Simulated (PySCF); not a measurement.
## Electronic structure of C₄H₁₁P in real space

```yaml
atoms:
  - { symbol: C, position_ang: [-0.9433, -0.1753, 1.6971] }
  - { symbol: P, position_ang: [-0.1374, -0.0146, 0.2395] }
  - { symbol: C, position_ang: [-0.0480, 1.5862, -0.6944] }
  - { symbol: C, position_ang: [-0.8398, -1.1321, -1.0134] }
  - { symbol: C, position_ang: [1.6245, -0.4326, 0.4207] }
  - { symbol: H, position_ang: [-0.4706, 0.2515, 2.5861] }
  - { symbol: H, position_ang: [-2.0364, -0.1852, 1.6735] }
  - { symbol: H, position_ang: [0.4230, 2.3411, -0.0470] }
  - { symbol: H, position_ang: [0.5170, 1.5110, -1.6376] }
  - { symbol: H, position_ang: [-1.0740, 1.9205, -0.9104] }
  - { symbol: H, position_ang: [-0.3487, -1.0093, -1.9895] }
  - { symbol: H, position_ang: [-0.7395, -2.1675, -0.6616] }
  - { symbol: H, position_ang: [-1.9107, -0.9043, -1.1214] }
  - { symbol: H, position_ang: [2.0680, 0.2415, 1.1686] }
  - { symbol: H, position_ang: [1.7085, -1.4638, 0.7886] }
  - { symbol: H, position_ang: [2.1675, -0.3184, -0.5285] }
```

Geometry: PBE0-D3(BJ)/def2-SVP.

Method: PySCF, DFT single point, gas phase, functional wB97X.

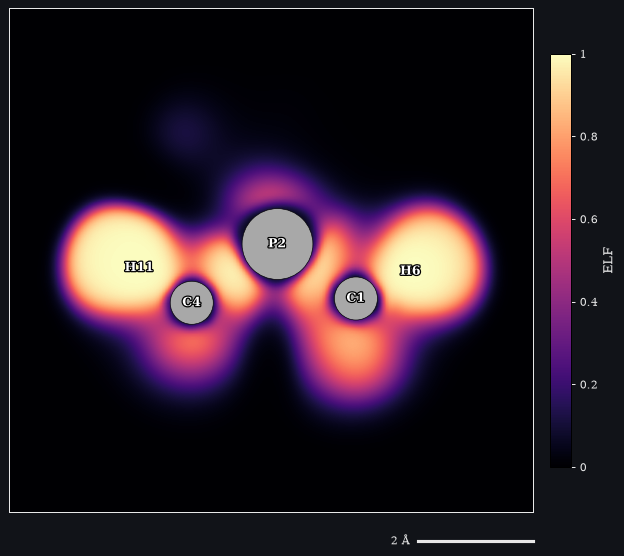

Figure 1. ELF on the plane of atoms P2, C4 and H11. Grey discs cover the atomic cores.

Q: Describe what can be read from this map.

A: The section cuts through C, P and H sites. C–P (1.67 Å): the ELF peaks at about 0.90 between the atoms; a covalent bond. C–H (1.09 Å): the ELF climbs to about 1 towards the hydrogen, as it does in any bond to H: a covalent bond by its length. C–P (1.82 Å): the ELF peaks at about 0.95 between the atoms; a shared electron pair.

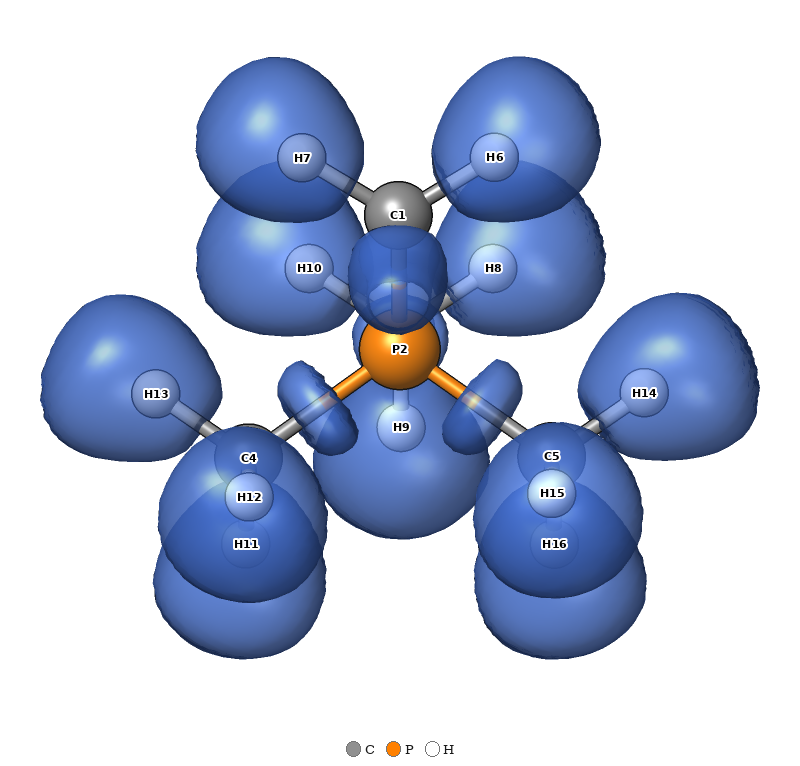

Figure 2. Isosurface of the electron localisation function at 0.85 (blue), seen from one side. Only the valence region is drawn (cores and ρ < 0.01 e/Å³ removed).

Q: Where are the electrons localised?

A: At this value the surface marks out three regions between bonded C–P atoms (shared pairs), eleven regions around hydrogen nuclei and one region on C in which the atom's valence shell and bonds are merged.

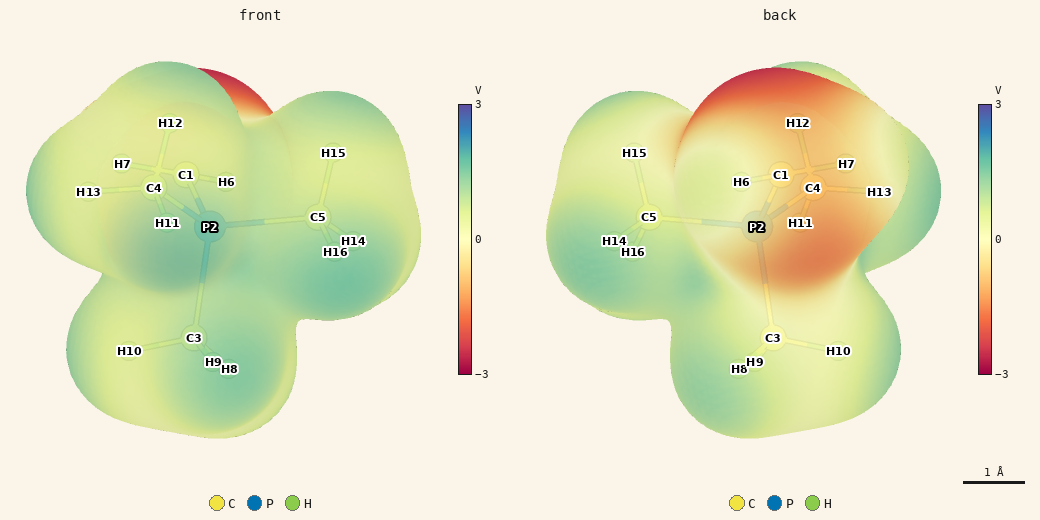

Figure 3. The electrostatic potential painted on the density surface at 0.004 e/bohr³, seen from the front and from behind; the colour scale runs from red (negative) to blue (positive).

Q: Where is the surface potential most negative and most positive?

A: The most negative region (about −2.5 V, or −58 kcal/mol for a unit charge) lies over C1, the most positive (about +1.6 V, or +37 kcal/mol for a unit charge) over H11 and H16.

Q: What dipole moment does the calculation give?

A: Its dipole moment is 3.38 D.
